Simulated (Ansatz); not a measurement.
System (SMILES): [Si-]#[O+] (O-Si).
Atoms: Si1, O2. Bonds: Si1-O2.

Basis-set convergence of the optimised Si1-O2 bond length at MP2 with Ansatz (a quantum-chemistry and plane-wave program). The reference of a correlated method is not its basis-set limit, which lies further on. Cartesian d functions, on some or all atoms, in 6-31G*, 6-311G**; all else is spherical. Cores are frozen. The T1 diagnostic of CCSD is high for at least one species. No added dispersion term, no relativity. Reference: the value in aug-cc-pV(Q+d)Z, 1.5271 Å, itself unsure by roughly 0.0018 Å (its mean distance from cc-pV(5+d)Z, def2-QZVPP, cc-pV(Q+d)Z). Deviations are taken from unrounded values. Cost is core time over that of aug-cc-pV(D+d)Z, rough, on shared machines of one kind; a dash marks a row that isn't timed (too short, read off another run, short of memory, by another algorithm or on other hardware). It counts the whole optimisation.

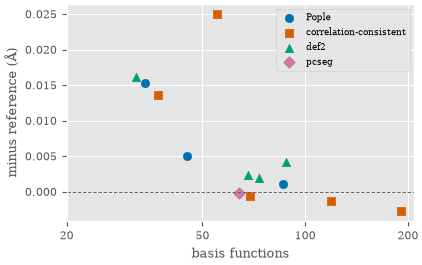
*Deviation from the reference against the number of basis functions, by family of sets.*

```
basis              functions  optimised Si1-O2 bond length (Å)  minus reference (Å)  cost
-----------------  ---------  --------------------------------  -------------------  ----
def2-SVP                  32                            1.5433               0.0162     -
6-31G*                    34                            1.5425               0.0153     -
cc-pV(D+d)Z               37                            1.5407               0.0136     -
6-311G**                  45                            1.5321               0.0050     -
aug-cc-pV(D+d)Z           55                            1.5521               0.0250    1×
pcseg-2                   64                            1.5270              -0.0001     -
def2-TZVP                 68                            1.5295               0.0024  0.6×
cc-pV(T+d)Z               69                            1.5265              -0.0007  0.7×
def2-TZVPP                73                            1.5291               0.0020  0.6×
6-311++G(3df,3pd)         86                            1.5283               0.0011  0.6×
def2-TZVPPD               88                            1.5312               0.0041    1×
cc-pV(Q+d)Z              119                            1.5259              -0.0013    3×
cc-pV(5+d)Z              191                            1.5244              -0.0028   10×
```
